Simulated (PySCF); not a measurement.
# W(OH)₃: quartet, from a trigonal planar start

Where does quartet W(OH)₃ go from a trigonal planar start, is the end point a minimum, and what are its modes, charges and moments?

Program: PySCF 2.14.0. Level of theory: PBE0, basis W def2-TZVP with ECP60, O def2-TZVP, H def2-TZVP, scalar-relativistic core potentials, no spin–orbit coupling, density fitting. These are calculated values, not measurements.

### Step 1. The starting structure

7 atoms, charge 0, spin multiplicity 4.

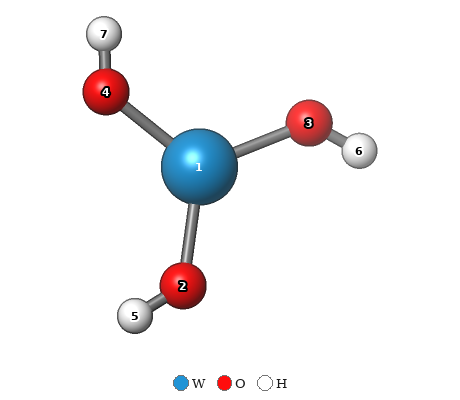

Start geometry, drawn with tungsten blue, oxygen red, hydrogen white; atoms are numbered from 1 in the order of the file.

Z-matrix (Å, degrees; charge 0 multiplicity 4):
```
W
O  1 2.0000
O  1 2.0000 2 120.00
O  1 2.0000 2 120.00 3 180.00
H  2 0.9600 1 130.00 3 180.00
H  3 0.9600 1 130.00 2 0.00
H  4 0.9600 1 130.00 2 180.00
```

### Step 2. The SCF at the typed geometry

The steps below are one call of a driver around PySCF. For each, scf.py gives the equivalent set-up of the SCF; relaxations use the driver's own optimiser. After this first run the driver tries any further starts and a stability analysis.

The input, scf.py:

```python
from pyscf import gto, scf, dft
mol = gto.M(atom='''
W      0.000000     0.000000     0.000000
O      2.000000     0.000000     0.000000
O     -1.000000     1.732100     0.000000
O     -1.000000    -1.732100     0.000000
H      2.617100    -0.735400     0.000000
H     -0.671700     2.634200     0.000000
H     -1.945400    -1.898800     0.000000''',
    basis={'W': 'def2-TZVP', 'O': 'def2-TZVP', 'H': 'def2-TZVP'},
    ecp={'W': 'def2-TZVP'},
    charge=0, spin=3)
mf = dft.UKS(mol, xc='PBE0')
mf.grids.atom_grid = (50, 194)
aux = {'W': 'def2-universal-JKFIT', 'O': 'def2-universal-JKFIT', 'H': 'def2-universal-JKFIT'}
mf = mf.density_fit(auxbasis=aux)
mf.conv_tol = 1e-08
mf.diis_space = 10
mf.max_cycle = 60
mf.init_guess = 'minao'
mf.verbose = 4
mf.kernel()
```

On the command line:

```bash
> OMP_NUM_THREADS=4 python axn.py task.json out
```

What it wrote:

```text
init E= -274.742622737183
[... the frontier-level lines of each cycle are left out ...]
cycle= 1 E= -293.989532709014  delta_E= -19.2  |g|= 1.12  |ddm|= 5.37
cycle= 2 E= -290.571756326523  delta_E= 3.42  |g|= 3.08  |ddm|= 2.04
cycle= 3 E= -294.391925317156  delta_E= -3.82  |g|= 0.331  |ddm|= 1.69
cycle= 4 E= -294.442608990038  delta_E= -0.0507  |g|= 0.119  |ddm|= 0.507
cycle= 5 E= -294.450037260407  delta_E= -0.00743  |g|= 0.0149  |ddm|= 0.107
cycle= 6 E= -294.450179195727  delta_E= -0.000142  |g|= 0.00257  |ddm|= 0.0148
cycle= 7 E= -294.450188643921  delta_E= -9.45e-06  |g|= 0.00109  |ddm|= 0.00492
cycle= 8 E= -294.450190930932  delta_E= -2.29e-06  |g|= 0.000437  |ddm|= 0.00269
cycle= 9 E= -294.450191062273  delta_E= -1.31e-07  |g|= 0.000542  |ddm|= 0.000825
cycle= 10 E= -294.450191184177  delta_E= -1.22e-07  |g|= 6.07e-05  |ddm|= 0.00036
cycle= 11 E= -294.450191187254  delta_E= -3.08e-09  |g|= 8.04e-06  |ddm|= 0.000106
Extra cycle  E= -294.450191187326  delta_E= -7.26e-11  |g|= 4.95e-06  |ddm|= 1.75e-05
converged SCF energy = -294.450191187326  <S^2> = 3.7604643  2S+1 = 4.0052287
```

This step, with its further starts and checks, took 29 s on 4 threads of Arm Neoverse V1, shared host.

The starts that the driver tried:

```csv
start,energy (Eh)
the minimal-basis guess,-294.450191
a thermally smeared density,-294.450191
a smeared PBE density,-294.450191
```

No lower solution of this spin turned up from the other starts or in the test of internal stability.

### Step 3. Trigonal planar start, quartet: relaxation

The program finds C3h symmetry in the start, which this walk keeps.

scf.py, as its differences from that of step 2:

```diff
@@ -3,7 +3,7 @@
-W      0.000000     0.000000     0.000000
-O      2.000000     0.000000     0.000000
-O     -1.000000     1.732100     0.000000
-O     -1.000000    -1.732100     0.000000
-H      2.617100    -0.735400     0.000000
-H     -0.671700     2.634200     0.000000
-H     -1.945400    -1.898800     0.000000''',
+W      0.000000    -0.000000     0.000000
+O      2.000028    -0.000000     0.000000
+O     -1.000014     1.732075     0.000000
+O     -1.000014    -1.732075     0.000000
+H      2.617114    -0.735386     0.000000
+H     -0.671695     2.634180     0.000000
+H     -1.945420    -1.898795     0.000000''',
@@ -20 +19,0 @@
-mf.init_guess = 'minao'
```

The optimiser's trace:

```csv
step,energy (Eh),change (kJ/mol),largest symmetric gradient (Eh/bohr)
0,-294.450191,0.00,0.03812
1,-294.460710,-27.62,0.00788
2,-294.461430,-29.51,0.00196
3,-294.461472,-29.62,0.00042
4,-294.461475,-29.62,0.00037
5,-294.461488,-29.66,0.00023
6,-294.461488,-29.66,0.00003
```

The walk took 32 s.

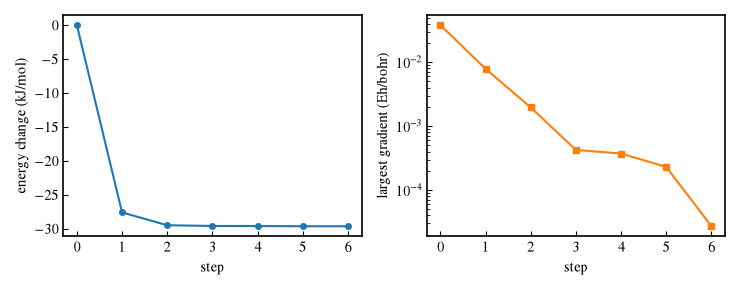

How energy and gradient fall.

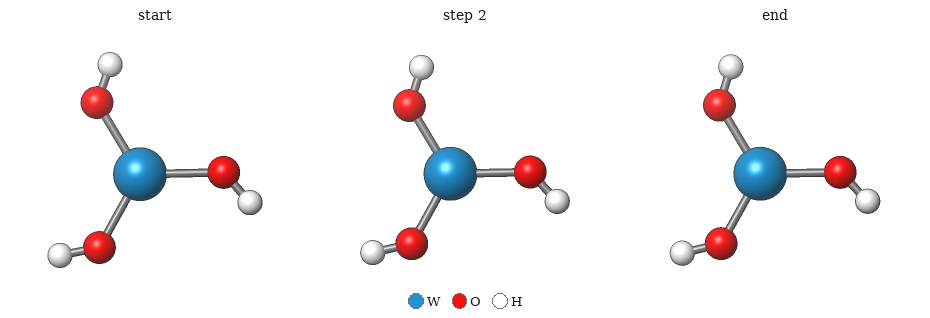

The geometry along the walk, at one scale.

End point (C3h, 6 steps, 29.7 kJ/mol gained): O–H 0.955 Å (×3), W–O 1.910 Å (×3); H–O–W 132.8° (×3), O–W–O 120.0° (×3).

### Step 4. Frequencies

The point is checked on the finer grid, and tightened if its gradient asks for it. The Hessian and the dipole derivatives come from central differences of analytic gradients, with steps of 0.02 bohr.

scf.py, as its differences from that of step 3:

```diff
@@ -3,7 +3,7 @@
-W      0.000000    -0.000000     0.000000
-O      2.000028    -0.000000     0.000000
-O     -1.000014     1.732075     0.000000
-O     -1.000014    -1.732075     0.000000
-H      2.617114    -0.735386     0.000000
-H     -0.671695     2.634180     0.000000
-H     -1.945420    -1.898795     0.000000''',
+W     -0.000000     0.000000     0.000000
+O      1.910548    -0.008542     0.000000
+O     -0.947876     1.658854     0.000000
+O     -0.962672    -1.650312     0.000000
+H      2.556558    -0.711998     0.000000
+H     -0.661671     2.570043     0.000000
+H     -1.894887    -1.858045     0.000000''',
@@ -14 +14 @@
-mf.grids.atom_grid = (50, 194)
+mf.grids.atom_grid = (75, 302)
@@ -17 +17 @@
-mf.conv_tol = 1e-08
+mf.conv_tol = 1e-10
```

The driver hands on the density of the step before, so the log starts near convergence.

SCF at the final geometry:

```text
init E= -294.461540212007
[... the frontier-level lines of each cycle are left out ...]
cycle= 1 E= -294.461540211999  delta_E= 7.39e-12  |g|= 4.54e-06  |ddm|= 6.51e-06
Extra cycle  E= -294.461540211984  delta_E= 1.51e-11  |g|= 8.58e-06  |ddm|= 1.01e-05
converged SCF energy = -294.461540211984  <S^2> = 3.7575327  2S+1 = 4.0037646
```

The whole step took 2.1 min.

Geometry: C3h; O–H 0.955 Å (×3), W–O 1.911 Å (×3); H–O–W 132.8° (×3), O–W–O 120.0° (×3).

Harmonic modes (main isotopes):

```
symmetry  ω (cm⁻¹)  IR (km/mol)
     a''      669i          333
     e''      609i          0.0
     a''       106          2.2
      e'       153         29.5
      a'       444          0.0
      e'       481          574
      e'       705          228
      a'       707          0.0
      e'      3968          605
      a'      3973          0.0
```

With 3 modes imaginary (up to 669i cm⁻¹) this point is a saddle.

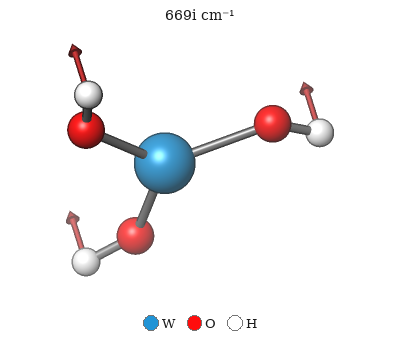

The imaginary mode, as arrows.

Constants and moments:

* Dipole moment: 0.00 D
* Highest occupied level: -4.65 eV
* Lowest empty level: -1.52 eV
* Rotational constants: 0.1716, 0.1716, 0.08581 cm⁻¹
* Zero-point energy (real modes): 94.8 kJ/mol
* Principal polarisabilities: 47.0, 53.4, 53.4 bohr³
* Atomisation energy without zero-point energy: 2606 kJ/mol
* Principal traceless quadrupole moments about the centre of mass: -5.53, 2.77, 2.77 D Å
* Spin squared ⟨S²⟩: 3.758

Charges (e) and bond orders:

```tsv
atom	Mulliken	Löwdin	polar tensor	spin (Mulliken)	Mayer order to W1
W1	1.03	0.59	1.60	2.92	–
O2,3,4	-0.68	-0.36	-0.88	0.03	1.00
H5,6,7	0.34	0.16	0.34	0.00	0.03
```

Mulliken populations on W1 (outside its core potential): s 2.60, p 6.28, d 3.99, f 0.10.

### Step 5. Following the imaginary mode

The atoms are moved a little along the softest imaginary mode and relaxed again.

The program finds C3 symmetry in the start, which this walk keeps. Threshold on the gradient: 0.0003 Eh/bohr, with a further test on the energy change.

scf.py, as its differences from that of step 4:

```diff
@@ -3,7 +3,7 @@
-W     -0.000000     0.000000     0.000000
-O      1.910548    -0.008542     0.000000
-O     -0.947876     1.658854     0.000000
-O     -0.962672    -1.650312     0.000000
-H      2.556558    -0.711998     0.000000
-H     -0.661671     2.570043     0.000000
-H     -1.894887    -1.858045     0.000000''',
+W     -0.000000    -0.000000    -0.001118
+O      1.910548    -0.008542     0.011848
+O     -0.947876     1.658854     0.011848
+O     -0.962672    -1.650312     0.011848
+H      2.556558    -0.711998    -0.120000
+H     -0.661671     2.570043    -0.120000
+H     -1.894887    -1.858045    -0.120000''',
@@ -14 +14 @@
-mf.grids.atom_grid = (75, 302)
+mf.grids.atom_grid = (50, 194)
@@ -17 +17 @@
-mf.conv_tol = 1e-10
+mf.conv_tol = 1e-08
```

Steps of the walk:

```csv
step,energy (Eh),change (kJ/mol),largest symmetric gradient (Eh/bohr)
0,-294.462734,0.00,0.00907
1,-294.466322,-9.42,0.03447
2,-294.473036,-27.05,0.00660
3,-294.474961,-32.10,0.01840
4,-294.478870,-42.36,0.02192
5,-294.482169,-51.03,0.01737
6,-294.485857,-60.71,0.01031
7,-294.488410,-67.41,0.01393
8,-294.489982,-71.54,0.00380
9,-294.490520,-72.95,0.00329
10,-294.491065,-74.38,0.00256
11,-294.491341,-75.11,0.00209
12,-294.491384,-75.22,0.00050
13,-294.491388,-75.23,0.00088
14,-294.491395,-75.25,0.00026
15,-294.491396,-75.25,0.00028
```

The walk took 94 s.

Positions (Å) and forces (eV/Å) along the way:

```
step 0
W    0.000   0.000  -0.001  -0.008  -0.001  -0.322
O    1.911  -0.009   0.012   0.313  -0.353   0.229
O   -0.948   1.659   0.012   0.153   0.449   0.231
O   -0.963  -1.650   0.012  -0.458  -0.094   0.230
H    2.557  -0.712  -0.120  -0.322   0.353  -0.123
H   -0.662   2.570  -0.120  -0.145  -0.456  -0.123
H   -1.895  -1.858  -0.120   0.467   0.102  -0.122
step 1
W    0.000   0.000  -0.204   0.011   0.000   1.317
O    1.909  -0.050   0.194   0.068  -1.345  -1.001
O   -0.911   1.678   0.194   1.127   0.733  -1.010
O   -0.997  -1.628   0.194  -1.204   0.613  -1.010
H    2.558  -0.682  -0.235  -1.238   1.333   0.568
H   -0.689   2.557  -0.235  -0.535  -1.738   0.568
H   -1.870  -1.875  -0.235   1.772   0.405   0.568
step 8
W    0.000   0.000   0.191   0.002   0.000  -0.051
O    1.895  -0.239   0.289  -0.096  -0.144  -0.056
O   -0.741   1.761   0.289   0.172  -0.014  -0.058
O   -1.155  -1.522   0.289  -0.076   0.157  -0.053
H    2.439  -0.507  -0.461  -0.134   0.148   0.072
H   -0.780   2.366  -0.461  -0.063  -0.189   0.072
H   -1.659  -1.858  -0.461   0.195   0.042   0.073
step 15
W    0.000   0.000   0.230   0.004  -0.001   0.002
O    1.877  -0.331   0.308  -0.013   0.000   0.006
O   -0.652   1.790   0.308   0.006  -0.012   0.003
O   -1.225  -1.460   0.308   0.003   0.012   0.004
H    2.401  -0.427  -0.493   0.014  -0.001  -0.005
H   -0.831   2.293  -0.493  -0.007   0.013  -0.005
H   -1.570  -1.866  -0.493  -0.007  -0.012  -0.005
```

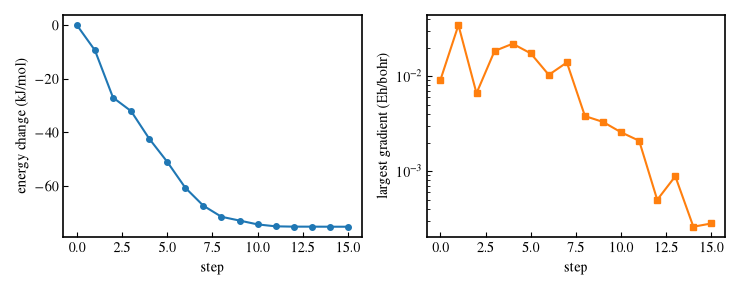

Energy and largest gradient along the walk.

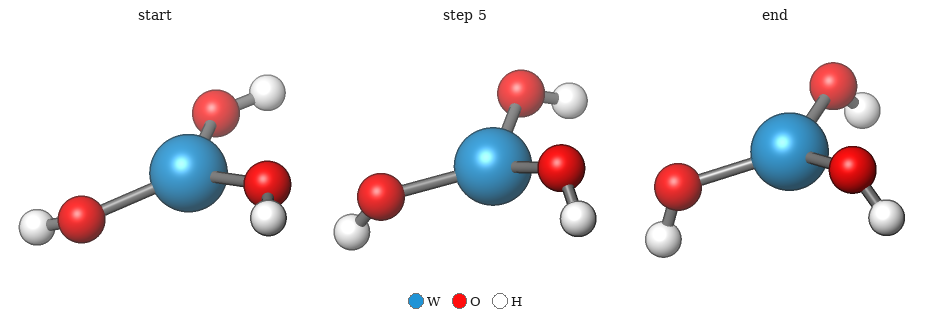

Start and end of the relaxation, with a step between.

After 15 steps and 75.3 kJ/mol it ends at C3v: O–H 0.962 Å (×3), W–O 1.907 Å (×3); H–O–W 121.4° (×3), O–W–O 119.8° (×3).

### Step 6. Is it a minimum? Harmonic modes

As before: finer grid, then central differences.

scf.py, as its differences from that of step 5:

```diff
@@ -3,7 +3,7 @@
-W     -0.000000    -0.000000    -0.001118
-O      1.910548    -0.008542     0.011848
-O     -0.947876     1.658854     0.011848
-O     -0.962672    -1.650312     0.011848
-H      2.556558    -0.711998    -0.120000
-H     -0.661671     2.570043    -0.120000
-H     -1.894887    -1.858045    -0.120000''',
+W     -0.000000    -0.000000    -0.012691
+O      1.875820    -0.332187     0.069704
+O     -0.650228     1.790601     0.069704
+O     -1.225592    -1.458415     0.069704
+H      2.407377    -0.426319    -0.726537
+H     -0.834485     2.298010    -0.726537
+H     -1.572892    -1.871690    -0.726537''',
@@ -14 +14 @@
-mf.grids.atom_grid = (50, 194)
+mf.grids.atom_grid = (75, 302)
@@ -17 +17 @@
-mf.conv_tol = 1e-08
+mf.conv_tol = 1e-10
```

Log of the central SCF (cycles and frontier levels):

```text
init E= -294.491388228499
[... the frontier-level lines of each cycle are left out ...]
cycle= 1 E= -294.491388228494  delta_E= 5e-12  |g|= 2.27e-06  |ddm|= 4.59e-06
Extra cycle  E= -294.491388228495  delta_E= -1.36e-12  |g|= 3.05e-06  |ddm|= 5.18e-06
converged SCF energy = -294.491388228495  <S^2> = 3.7586113  2S+1 = 4.0043033
```

The whole step took 2.6 min on 4 threads of Arm Neoverse V1, shared host.

Geometry: C3v; O–H 0.962 Å (×3), W–O 1.907 Å (×3); H–O–W 121.7° (×3), O–W–O 119.8° (×3).

Harmonic modes (main isotopes):

```
symmetry  ω (cm⁻¹)  IR (km/mol)
      a1       151          0.1
       e       173          0.0
      a2       395          0.0
       e       459          244
       e       679          614
      a1       705          5.6
       e       708          188
      a1       733         34.6
       e      3832          126
      a1      3835         72.7
```

Every mode is real; the point is a minimum.

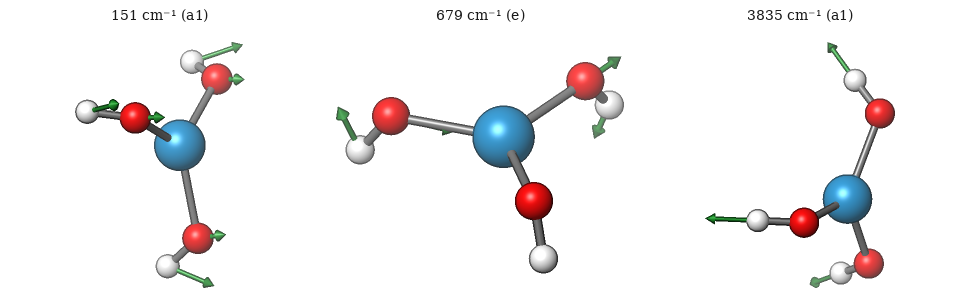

How the atoms move in 3 of the modes.

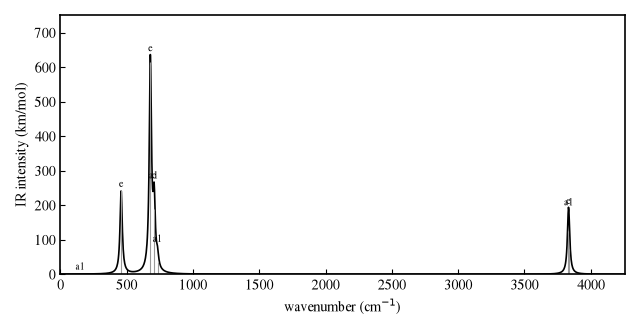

The harmonic infrared spectrum (widths in cm⁻¹). Lines are broadened to a width of 20 cm⁻¹ (Lorentzian).

Properties at this point:

| Quantity | Value |
| --- | --- |
| Dipole moment | 3.52 D |
| Highest occupied level | -5.57 eV |
| Lowest empty level | -1.99 eV |
| Rotational constants | 0.1721, 0.1721, 0.0877 cm⁻¹ |
| Zero-point energy | 104.8 kJ/mol |
| Principal polarisabilities | 48.8, 53.1, 53.1 bohr³ |
| Atomisation energy without zero-point energy | 2684 kJ/mol |
| Principal traceless quadrupole moments about the centre of mass | -1.48, -1.48, 2.95 D Å |
| Entropy at 298.15 K and 1 bar (electronic part: spin only) | 337.3 J/(mol K) |
| Heat capacity Cp at 298.15 K | 95.1 J/(mol K) |
| Enthalpy at 298.15 K above 0 K | 18.72 kJ/mol |
| Rotational symmetry number | 3 |
| Spin squared ⟨S²⟩ | 3.759 |

Populations by atom (charges in e):

| atom | Mulliken | Löwdin | polar tensor | spin (Mulliken) | Mayer order to W1 |
| --- | --- | --- | --- | --- | --- |
| W1 | 1.01 | 0.58 | 1.49 | 3.03 | – |
| O2,3,4 | -0.67 | -0.35 | -0.78 | -0.03 | 1.03 |
| H5,6,7 | 0.33 | 0.15 | 0.28 | 0.02 | 0.02 |

Mulliken populations on W1 (outside its core potential): s 2.60, p 6.30, d 3.98, f 0.10.

### Step 7. The points found, side by side

| spin | group | bonds | imaginary modes (cm⁻¹) | ΔE (kJ/mol) | with zero-point energy |
| --- | --- | --- | --- | --- | --- |
| quartet | C3v | O–H 0.962 Å (×3), W–O 1.907 Å (×3) | none | 0.0 | 0.0 |
| quartet | C3h | O–H 0.955 Å (×3), W–O 1.911 Å (×3) | 669i, 609i, 609i | 78.4 | – |

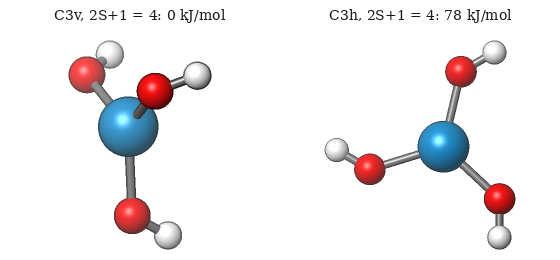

The points, lowest first (tungsten blue, oxygen red, hydrogen white).

### Step 8. Summary of results

| quantity | value |
| --- | --- |
| minimum | quartet, C3v |
| geometry | O–H 0.962 Å (×3), W–O 1.907 Å (×3); H–O–W 121.7° (×3), O–W–O 119.8° (×3) |
| wavenumbers (cm⁻¹) | 151 (a1), 173 (e), 395 (a2), 459 (e), 679 (e), 705 (a1), 708 (e), 733 (a1), 3832 (e), 3835 (a1) |
| dipole moment | 3.52 D |
| highest occupied, lowest empty level (either spin) | -5.57, -1.99 eV |
| polar-tensor charge of W1 | +1.49 e |
| zero-point energy | 104.8 kJ/mol |
| entropy at 298.15 K | 337.3 J/(mol K) |
| atomisation energy (no zero-point energy) | 2684 kJ/mol |
| ⟨S²⟩ | 3.759 |

The trigonal planar start (C3h) ends in a minimum of C3v symmetry, after a stop at a higher-order saddle point 78.4 kJ/mol higher, from which it was pushed off along an imaginary mode. The strongest infrared band lies at 679 cm⁻¹ (e). Most of the spin sits on W1 (Mulliken spin 3.03, against 3 for the whole molecule). Only this shape and spin were tried, so other structures or states may lie lower. Open d and f shells are described by one determinant, and the ground state may have another occupation or spin. Spin–orbit coupling, left out here, can matter for elements this heavy.

The search up to here took 7.3 min.
